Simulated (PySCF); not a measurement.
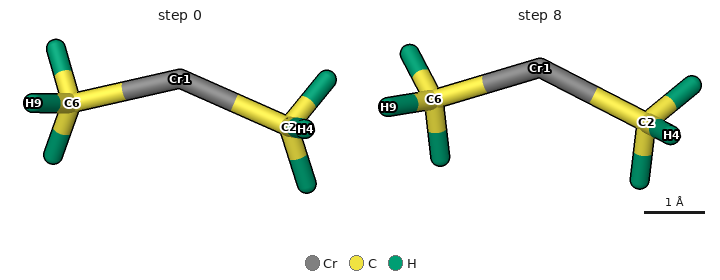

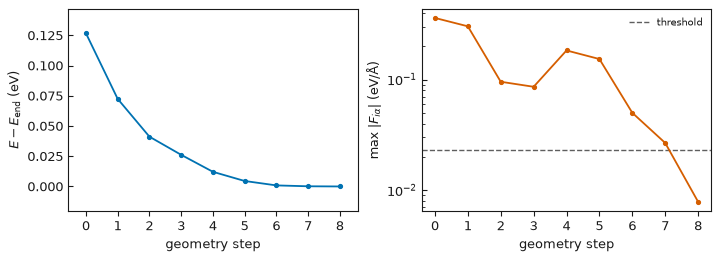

First and last geometry of a relaxation of C2H6Cr, with the history of the run. The picture is a stick view, seen at a tilt.

The start comes from GFN2-xTB.

Method: PBE0-D3(BJ)/def2-SVP geometry optimisation, gas phase in PySCF 2.14.0, density-fitted response routines. 

> Read the history and describe the run.

It converged. The largest moves after the best rigid fit, 0.46 Å, are those of H atoms. By element the largest moves are H 0.46 Å, Cr 0.21 Å, C 0.08 Å. Near-neighbour distances that change, for instance: C–Cr 1.978 → 1.998 Å, C–H 1.090 → 1.104 Å, C–H 1.115 → 1.108 Å. Among the angles between lasting bonds that change: Cr–C–H 127.5° → 108.9°, Cr–C–H 103.4° → 111.9°, C–Cr–C 138.7° → 130.9°. The energy falls by 0.127 eV in 8 geometry steps. Largest force component: 0.36 eV/Å at the start, 0.0079 eV/Å at the end.
